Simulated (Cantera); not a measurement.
Feed: 1 mol B2O3, 2.3 mol H2O, 0.69 mol N2, held at 10000 Pa.

Cantera equilibrium calculation (NASA polynomials, part measured and part estimated; ideal gas, pure solids and liquids). Candidate condensed phases: B, BN, B2O3, B3O3H3, H2O; 39 gas species. Gases not in the tables: H3BO3. Rates play no part.

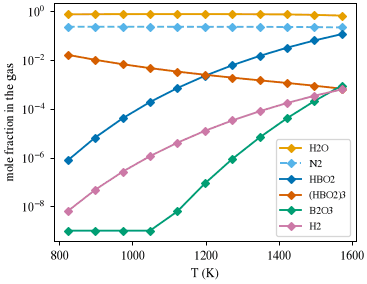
Figure: Equilibrium gas composition (values under 1e-9 drawn at 1e-9)

From 823 K to 1573 K the condensed part is B2O3(l). The share of B in condensed phases is highest at 1198 K (98.6 %) and lowest at 1573 K (81.0 %).
